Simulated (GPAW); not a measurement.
## Work function of 1T-TiO2 monolayer at several levels

Wanted: work functions and dipole of 1T-TiO2 monolayer, with the cost of each level. Where a layer proves gapped, the work function hangs on where the smearing puts the Fermi level, and the band edges take its place.

Method: GPAW, PAW setups; layer in a repeated cell with vacuum, relaxation of atoms and in-plane cell, in the first sound run; inputs show where later runs differ, in GPAW 26.7.0.

### Step 1. The structure

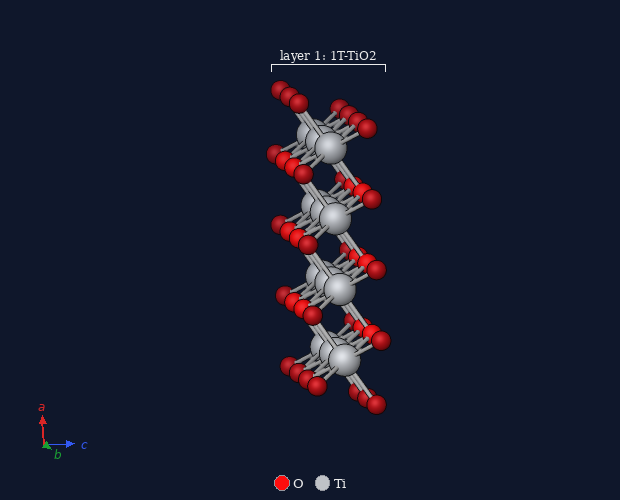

The cell as given, from the side, with the c axis across the page (oxygen red, titanium light grey). 3×2×1 cells are drawn. Some periodic images of atoms are drawn too.

The cell holds 3 atoms: 2 O and 1 Ti. Its edges and angles: a = 2.990 Å, b = 2.990 Å, c = 16.461 Å, α = 90.0°, β = 90.0°, γ = 120.0°. Vacuum lies along c.

### Step 2. Relaxation

The atoms are relaxed first, since the surface dipole, and with it the work function, follows the positions of the outer layers.

run.py

```python
import json
import numpy as np
from ase import Atoms
from ase.filters import FrechetCellFilter
from ase.optimize import BFGS
from gpaw import GPAW, PW

slab = Atoms(
    ['O', 'Ti', 'O'],
    positions=[
        [1.49500, 0.86314, 7.00000],
        [0.00000, 0.00000, 8.23060],
        [-0.00000, 1.72628, 9.46119]],
    cell=[[2.99, 0.0, 0.0], [-1.495, 2.58942, 0.0], [0.0, 0.0, 16.4612]],
    pbc=[True, True, True])

slab.calc = GPAW(mode=PW(600), xc='PBE', kpts={'size': (12, 12, 1), 'gamma': True},
                 occupations={'name': 'fermi-dirac', 'width': 0.05}, nbands='160%',
                 convergence={'density': 1e-05}, maxiter=200,
                 symmetry={'tolerance': 1e-3}, txt='slab.txt')
result = {}
# The in-plane cell is free; stress needs a cell that repeats along all three vectors
path = []
opt = BFGS(FrechetCellFilter(slab, mask=[1, 1, 0, 0, 0, 1]), maxstep=0.2)
opt.attach(lambda: path.append((slab.get_potential_energy(), slab.positions.tolist(), slab.get_forces().tolist())))
result['relaxed'] = bool(opt.run(fmax=0.02, steps=45))
result['path'] = path
result['cell'] = slab.cell.tolist()
print('in-plane lattice', slab.cell.cellpar().round(4)[[0, 1, 5]])
energy = slab.get_potential_energy()
fermi = slab.calc.get_fermi_level()
v = slab.calc.get_electrostatic_potential().mean((0, 1)) - fermi
n = slab.calc.get_pseudo_density().mean((0, 1))
L = slab.cell[2, 2]
z = np.arange(len(v)) * L / len(v)
low, high = slab.positions[:, 2].min(), slab.positions[:, 2].max()
below, above = np.interp([low - 4.8, high + 4.8], z, v)
slopes = [np.interp(x, z, np.gradient(v, z)) for x in (low - 4.8, high + 4.8)]
eps = np.array([[slab.calc.get_eigenvalues(k, s) for k in range(len(slab.calc.get_ibz_k_points()))]
                for s in range(slab.calc.get_number_of_spins())]) - fermi
top, bottom = eps[eps < 0].max(), eps[eps > 0].min()
dipole = slab.get_dipole_moment()[2]
print(f'energy {energy:.4f} eV, Fermi level {fermi:.4f} eV, dipole {dipole:.5f} e A')
print(f'potential 4.8 A off the faces, from the Fermi level: lower {below:.4f} eV, upper {above:.4f} eV')
print(f'slope of the potential there: lower {slopes[0]:.5f}, upper {slopes[1]:.5f} eV/A')
print(f'nearest levels on the mesh: {top:.4f} and {bottom:.4f} eV')
print('magnetic moment', round(slab.get_magnetic_moment(), 3))
result.update(energy=energy, fermi=fermi, dipole=dipole, below=below, above=above, slopes=slopes, edges=[top, bottom],
              z=z.tolist(), v=v.tolist(), n=n.tolist(), positions=slab.positions.tolist(),
              forces=slab.get_forces(apply_constraint=False).tolist(), moments=slab.get_magnetic_moments().tolist())
json.dump(result, open('result.json', 'w'))
```

The run is started by

```sh
$ OMP_NUM_THREADS=1 OPENBLAS_NUM_THREADS=1 python run.py
```

What it wrote:

```text
Step          Energy          fmax
BFGS:    0      -24.433859        4.127688
BFGS:    1      -24.915740        3.301940
BFGS:    2      -25.459723        1.062664
BFGS:    3      -25.530291        0.371637
BFGS:    4      -25.539138        0.318151
BFGS:    5      -25.560733        0.262802
BFGS:    6      -25.575807        0.113820
BFGS:    7      -25.582384        0.030750
BFGS:    8      -25.582688        0.003928
in-plane lattice [  2.9578   2.9578 120.    ]
energy -25.5827 eV, Fermi level -3.6189 eV, dipole -0.00005 e A
potential 4.8 A off the faces, from the Fermi level: lower 6.9426 eV, upper 6.9430 eV
slope of the potential there: lower -0.00062, upper 0.00046 eV/A
nearest levels on the mesh: -1.4831 and 1.3448 eV
magnetic moment 0.0
```

Elapsed: 3.7 min, on 1 thread of Arm Neoverse V2, shared host; peak memory 0.31 GiB.

This step gave:

```yaml
dipole_along_the_normal: -5.44e-5 e·Å
levels_nearest_the_fermi_level_on_the_mesh: -1.483, 1.345 eV from the Fermi level
```

Electrostatic potential energy of an electron (without an applied field's), less the Fermi level, planar mean against z:

```csv
z (Å),"electrostatic potential energy of an electron (without an applied field's), less the Fermi level, planar mean (eV)"
0,6.94
1,6.94
2,6.94
3,6.94
4,6.94
5,6.93
6,6.66
7,-4.60
8,-16.9
9,-11.1
10,5.36
11,6.90
12,6.94
13,6.94
14,6.94
15,6.94
16,6.94
```

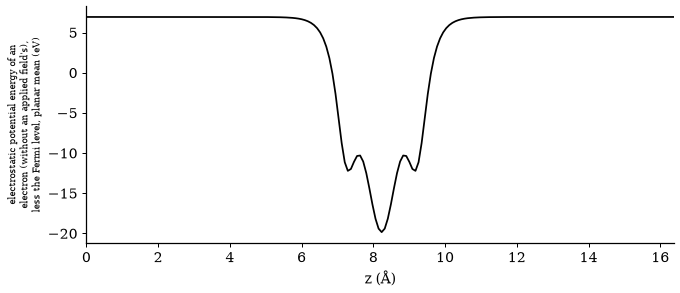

Electrostatic potential energy of an electron (without an applied field's), less the Fermi level, planar mean, plotted against z.

Table of pseudo valence density, planar mean by z:

```csv
z (Å),"pseudo valence density, planar mean (e/Å³)"
4,1.7e-5
5,5.6e-4
6,0.0212
7,0.750
8,1.37
9,0.957
10,0.131
11,0.00293
12,8.3e-5
```

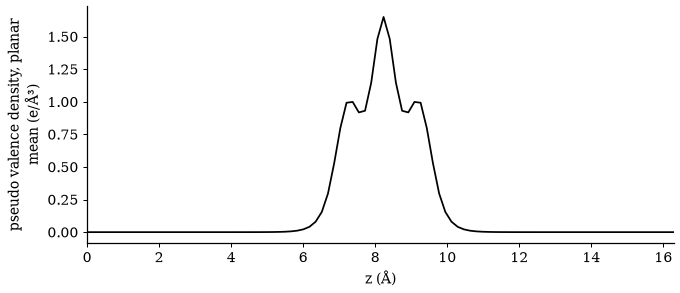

Pseudo valence density, planar mean against z.

The relaxation lowered the energy of the cell by 1.15 eV (energies extrapolated to zero smearing; the optimiser's log prints free energies). The largest force left on a free atom is 0.0039 eV/Å.

### Step 3. The slab's potential

With the geometry fixed, the planar mean of the potential gives the vacuum level on each side.

This step: GPAW, PAW setups; slab in vacuum (GPAW 26.7.0).

The cell differs from the one that the last finished run ended in (c 16.461 → 15.967 Å).

run.py: that of step 2 with these lines changed.

```diff
@@ -3,4 +3,2 @@
 from ase import Atoms
-from ase.filters import FrechetCellFilter
-from ase.optimize import BFGS
 from gpaw import GPAW, PW
@@ -10,21 +8,14 @@
     positions=[
-        [1.49500, 0.86314, 7.00000],
-        [0.00000, 0.00000, 8.23060],
-        [-0.00000, 1.72628, 9.46119]],
-    cell=[[2.99, 0.0, 0.0], [-1.495, 2.58942, 0.0], [0.0, 0.0, 16.4612]],
-    pbc=[True, True, True])
+        [1.47888, 0.85383, 7.00000],
+        [0.00000, 0.00000, 7.98329],
+        [0.00000, 1.70767, 8.96657]],
+    cell=[[2.95776, 0.0, 0.0], [-1.47888, 2.5615, 0.0], [0.0, 0.0, 15.9666]],
+    pbc=[True, True, False])
 
-slab.calc = GPAW(mode=PW(600), xc='PBE', kpts={'size': (12, 12, 1), 'gamma': True},
+slab.calc = GPAW(mode=PW(500), xc='PBE', kpts={'size': (12, 12, 1), 'gamma': True},
                  occupations={'name': 'fermi-dirac', 'width': 0.05}, nbands='160%',
                  convergence={'density': 1e-05}, maxiter=200,
+                 poissonsolver={'dipolelayer': 'xy'},
                  symmetry={'tolerance': 1e-3}, txt='slab.txt')
 result = {}
-# The in-plane cell is free; stress needs a cell that repeats along all three vectors
-path = []
-opt = BFGS(FrechetCellFilter(slab, mask=[1, 1, 0, 0, 0, 1]), maxstep=0.2)
-opt.attach(lambda: path.append((slab.get_potential_energy(), slab.positions.tolist(), slab.get_forces().tolist())))
-result['relaxed'] = bool(opt.run(fmax=0.02, steps=45))
-result['path'] = path
-result['cell'] = slab.cell.tolist()
-print('in-plane lattice', slab.cell.cellpar().round(4)[[0, 1, 5]])
 energy = slab.get_potential_energy()
```

What it wrote:

```text
energy -24.8850 eV, Fermi level -3.8842 eV, dipole -0.00023 e A
potential 4.8 A off the faces, from the Fermi level: lower 7.3111 eV, upper 7.3167 eV
slope of the potential there: lower -0.00187, upper 0.00187 eV/A
nearest levels on the mesh: -1.1111 and 1.7171 eV
magnetic moment 0.0
```

Wall time 18 s (1 thread); peak memory 0.18 GiB.

Numbers from this step:

| Property | Result |
| --- | --- |
| dipole along the normal | -2.32e-4 e·Å |
| levels nearest the Fermi level on the mesh | -1.111, 1.717 eV from the Fermi level |
| upper work function | 7.317 eV |
| lower work function | 7.311 eV |
| upper ionisation energy | 8.428 eV |

Table of electrostatic potential energy of an electron (without an applied field's), less the Fermi level, planar mean by z:

```csv
z (Å),"electrostatic potential energy of an electron (without an applied field's), less the Fermi level, planar mean (eV)"
0,7.31
1,7.31
2,7.31
3,7.31
4,7.31
5,7.29
6,6.60
7,-11.3
8,-19.4
9,-10.8
10,6.69
11,7.30
12,7.31
13,7.32
14,7.32
15,7.32
```

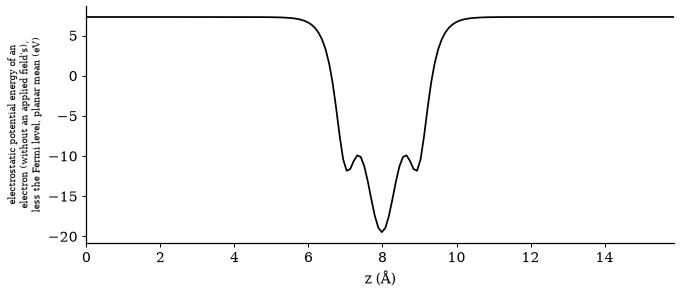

Electrostatic potential energy of an electron (without an applied field's), less the Fermi level, planar mean against z.

The pseudo valence density, planar mean oscillates, so the rows of the table below give means over windows of 1 Å about each position, cut where the curve ends. Its maxima inside the range that stand out by 2 % of the span (Å: e/Å³): 7.0: 1.02, 8.0: 1.65, 8.9: 1.02. Its minima: 7.4: 0.910, 8.6: 0.910.

Pseudo valence density, planar mean against z; means over each step:

```csv
z (Å),"pseudo valence density, planar mean (e/Å³)"
4,6.8e-5
5,0.00229
6,0.103
7,0.841
8,1.31
9,0.823
10,0.0879
11,0.00208
12,6.1e-5
```

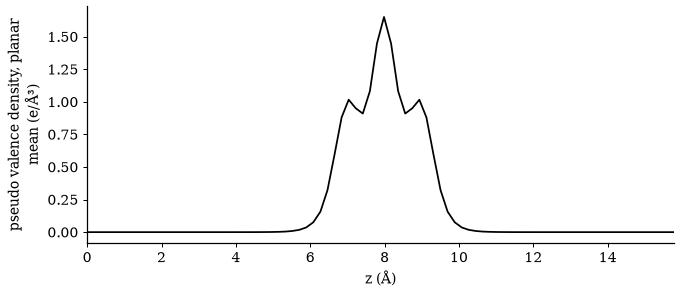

Pseudo valence density, planar mean against z.

The layer is gapped, so the Fermi level lies somewhere inside the gap, set by smearing and numerics, and these work functions are no property of the material; the band edges below the vacuum level are. The potential is flat to 0.002 eV/Å where it is read, so the vacuum is wide enough.

### Step 4. Self-consistent run: xc = "LDA"

The same geometry under LDA, to see how far the functional moves the levels against the vacuum.

run.py: that of step 3 with these lines changed.

```diff
@@ -14,3 +14,3 @@
 
-slab.calc = GPAW(mode=PW(500), xc='PBE', kpts={'size': (12, 12, 1), 'gamma': True},
+slab.calc = GPAW(mode=PW(500), xc='LDA', kpts={'size': (12, 12, 1), 'gamma': True},
                  occupations={'name': 'fermi-dirac', 'width': 0.05}, nbands='160%',
```

What it wrote:

```text
energy -27.2984 eV, Fermi level -4.2251 eV, dipole -0.00023 e A
potential 4.8 A off the faces, from the Fermi level: lower 7.6520 eV, upper 7.6575 eV
slope of the potential there: lower -0.00188, upper 0.00188 eV/A
nearest levels on the mesh: -1.1099 and 1.6420 eV
magnetic moment 0.0
```

Run time: 16 s. Hardware: 1 thread; peak memory 0.18 GiB.

Numbers from this step:

| Property | Result |
| --- | --- |
| levels nearest the Fermi level on the mesh | -1.110, 1.642 eV from the Fermi level |
| upper work function | 7.658 eV |
| lower work function | 7.652 eV |
| upper ionisation energy | 8.767 eV |

Electrostatic potential energy of an electron (without an applied field's), less the Fermi level, planar mean against z:

```csv
z (Å),"electrostatic potential energy of an electron (without an applied field's), less the Fermi level, planar mean (eV)"
0,7.66
2,7.65
4,7.65
6,6.94
8,-19.0
10,7.03
12,7.66
14,7.66
```

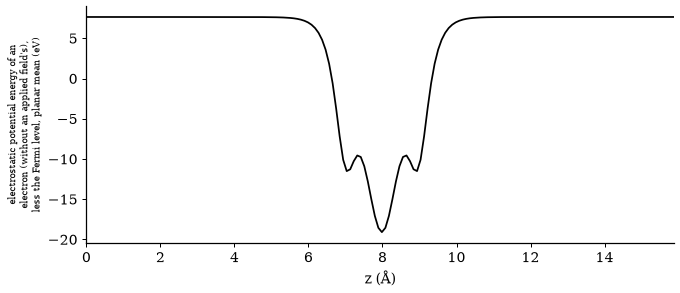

Electrostatic potential energy of an electron (without an applied field's), less the Fermi level, planar mean, plotted against z.

The pseudo valence density, planar mean oscillates, so the rows of the table below give means over windows of 1 Å about each position, cut where the curve ends. Its maxima inside the range that stand out by 2 % of the span (Å: e/Å³): 7.0: 1.02, 8.0: 1.65, 8.9: 1.02. Its minima: 7.4: 0.911, 8.6: 0.911.

The pseudo valence density, planar mean by z; means over each step:

```csv
z (Å),"pseudo valence density, planar mean (e/Å³)"
4,6.2e-5
5,0.00227
6,0.103
7,0.840
8,1.31
9,0.822
10,0.0884
11,0.00206
12,5.6e-5
```

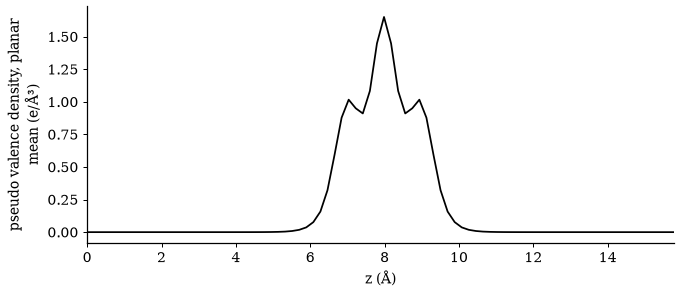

Pseudo valence density, planar mean against z.

Force by atom:

```csv
atom,x (eV/Å),y (eV/Å),z (eV/Å),size
O1,0.000,0.000,0.783,0.783
Ti2,0.000,0.000,0.000,0.000
O3,0.000,0.000,-0.783,0.783
```

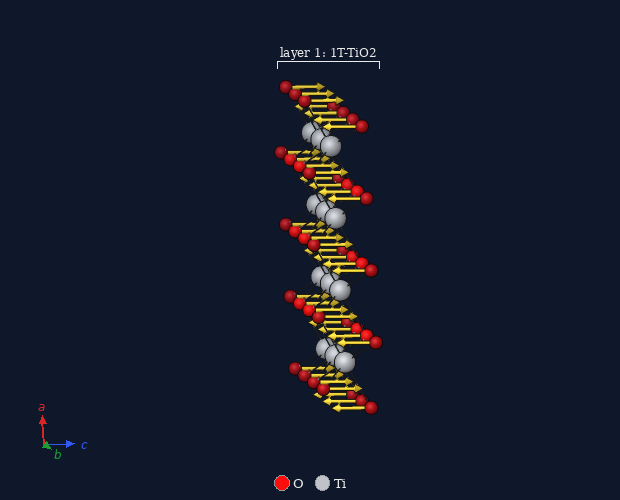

Force as arrows, the longest 0.783 eV/Å. 3×2×1 cells are drawn. Some periodic images of atoms are drawn too.

The highest filled level lies 1.11 eV under the Fermi level, so the ionisation energy from the upper face is 7.658 + 1.11 = 8.767 eV, against 8.428 eV in the base run.

### Step 5. Self-consistent run: xc = "vdW-DF2"

The same geometry under vdW-DF2, to see how far the functional moves the levels against the vacuum (the van der Waals functionals take revPBE setups).

run.py: that of step 4 with these lines changed.

```diff
@@ -14,3 +14,3 @@
 
-slab.calc = GPAW(mode=PW(500), xc='LDA', kpts={'size': (12, 12, 1), 'gamma': True},
+slab.calc = GPAW(mode=PW(500), xc='vdW-DF2', kpts={'size': (12, 12, 1), 'gamma': True},
                  occupations={'name': 'fermi-dirac', 'width': 0.05}, nbands='160%',
```

What it wrote:

```text
energy -87.2043 eV, Fermi level -4.3600 eV, dipole -0.00023 e A
potential 4.8 A off the faces, from the Fermi level: lower 7.8707 eV, upper 7.8763 eV
slope of the potential there: lower -0.00190, upper 0.00190 eV/A
nearest levels on the mesh: -1.0784 and 1.6924 eV
magnetic moment 0.0
```

Wall time 27 s (1 thread); peak memory 0.3 GiB.

This step gave:

* dipole along the normal: -2.31e-4 e·Å
* levels nearest the Fermi level on the mesh: -1.078, 1.692 eV from the Fermi level
* upper work function: 7.876 eV
* lower work function: 7.871 eV
* upper ionisation energy: 8.955 eV

Electrostatic potential energy of an electron (without an applied field's), less the Fermi level, planar mean against z:

```csv
z (Å),"electrostatic potential energy of an electron (without an applied field's), less the Fermi level, planar mean (eV)"
0,7.87
1,7.87
2,7.87
3,7.87
4,7.87
5,7.84
6,7.07
7,-11.1
8,-19.4
9,-10.5
10,7.16
11,7.85
12,7.87
13,7.88
14,7.88
15,7.88
```

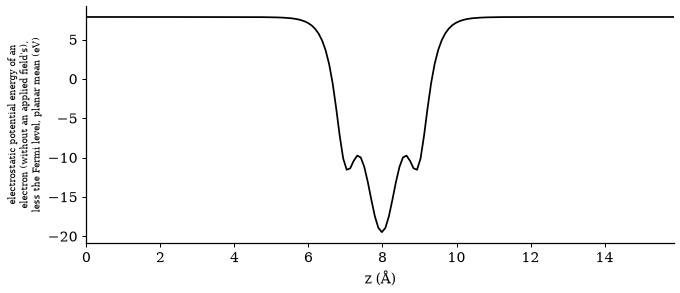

Electrostatic potential energy of an electron (without an applied field's), less the Fermi level, planar mean against z.

The highest filled level lies 1.08 eV under the Fermi level, so the ionisation energy from the upper face is 7.876 + 1.08 = 8.955 eV, against 8.428 eV in the base run.

### Step 6. OptPBE vdW: xc = "optPBE-vdW"

The same geometry under optPBE-vdW, to see how far the functional moves the levels against the vacuum (the van der Waals functionals take revPBE setups).

run.py: that of step 5 with these lines changed.

```diff
@@ -14,3 +14,3 @@
 
-slab.calc = GPAW(mode=PW(500), xc='vdW-DF2', kpts={'size': (12, 12, 1), 'gamma': True},
+slab.calc = GPAW(mode=PW(500), xc='optPBE-vdW', kpts={'size': (12, 12, 1), 'gamma': True},
                  occupations={'name': 'fermi-dirac', 'width': 0.05}, nbands='160%',
```

What it wrote:

```text
energy -36.9965 eV, Fermi level -4.1504 eV, dipole -0.00023 e A
potential 4.8 A off the faces, from the Fermi level: lower 7.6117 eV, upper 7.6173 eV
slope of the potential there: lower -0.00192, upper 0.00192 eV/A
nearest levels on the mesh: -1.0772 and 1.7262 eV
magnetic moment 0.0
```

Wall time 26 s (1 thread); peak memory 0.3 GiB.

This step gave:

| Item | Value |
| --- | --- |
| dipole along the normal | -2.32e-4 e·Å |
| levels nearest the Fermi level on the mesh | -1.077, 1.726 eV from the Fermi level |
| upper work function | 7.617 eV |
| lower work function | 7.612 eV |
| upper ionisation energy | 8.695 eV |

Electrostatic potential energy of an electron (without an applied field's), less the Fermi level, planar mean against z:

```csv
z (Å),"electrostatic potential energy of an electron (without an applied field's), less the Fermi level, planar mean (eV)"
0,7.62
1,7.61
2,7.61
3,7.61
4,7.61
5,7.58
6,6.86
7,-11.2
8,-19.3
9,-10.7
10,6.95
11,7.59
12,7.61
13,7.62
14,7.62
15,7.62
```

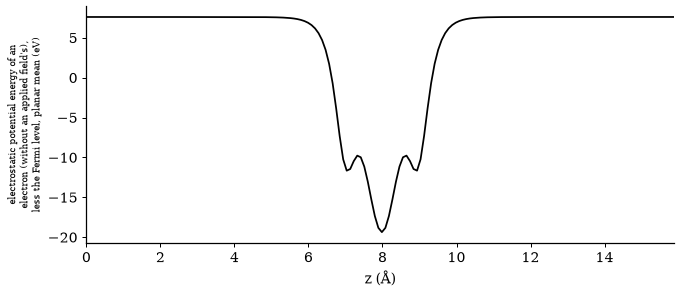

Electrostatic potential energy of an electron (without an applied field's), less the Fermi level, planar mean against z.

The highest filled level lies 1.08 eV under the Fermi level, so the ionisation energy from the upper face is 7.617 + 1.08 = 8.695 eV, against 8.428 eV in the base run.

### Step 7. Self-consistent run: xc = "revPBE"

The same geometry under revPBE, to see how far the functional moves the levels against the vacuum.

run.py: that of step 6 with these lines changed.

```diff
@@ -14,3 +14,3 @@
 
-slab.calc = GPAW(mode=PW(500), xc='optPBE-vdW', kpts={'size': (12, 12, 1), 'gamma': True},
+slab.calc = GPAW(mode=PW(500), xc='revPBE', kpts={'size': (12, 12, 1), 'gamma': True},
                  occupations={'name': 'fermi-dirac', 'width': 0.05}, nbands='160%',
```

What it wrote:

```text
energy -23.9146 eV, Fermi level -3.7935 eV, dipole -0.00023 e A
potential 4.8 A off the faces, from the Fermi level: lower 7.2129 eV, upper 7.2184 eV
slope of the potential there: lower -0.00187, upper 0.00187 eV/A
nearest levels on the mesh: -1.0779 and 1.7670 eV
magnetic moment 0.0
```

Elapsed: 18 s, on 1 thread; peak memory 0.18 GiB.

This step gave:

```yaml
levels_nearest_the_fermi_level_on_the_mesh: -1.078, 1.767 eV from the Fermi level
upper_work_function: 7.218 eV
lower_work_function: 7.213 eV
upper_ionisation_energy: 8.296 eV
```

Electrostatic potential energy of an electron (without an applied field's), less the Fermi level, planar mean against z:

```csv
z (Å),"electrostatic potential energy of an electron (without an applied field's), less the Fermi level, planar mean (eV)"
0,7.22
1,7.21
2,7.21
3,7.21
4,7.21
5,7.19
6,6.51
7,-11.4
8,-19.4
9,-10.9
10,6.59
11,7.20
12,7.22
13,7.22
14,7.22
15,7.22
```

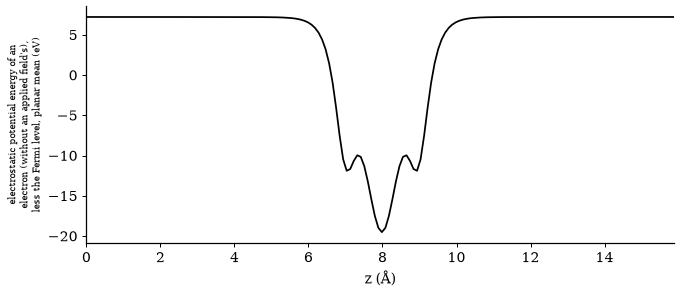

Electrostatic potential energy of an electron (without an applied field's), less the Fermi level, planar mean against z.

The highest filled level lies 1.08 eV under the Fermi level, so the ionisation energy from the upper face is 7.218 + 1.08 = 8.296 eV, against 8.428 eV in the base run.

(Part 1 of 2 ends here.)

[Logs are printed without paths, hosts, clocks, repeated set-up lines and the standing remarks that a program may print on its own settings, such as how far it seeks lower states.]

[Hosts, paths, dates, database ids (printed as entryN), source tags and the programs' standing remarks are cut or masked in the printed files.]
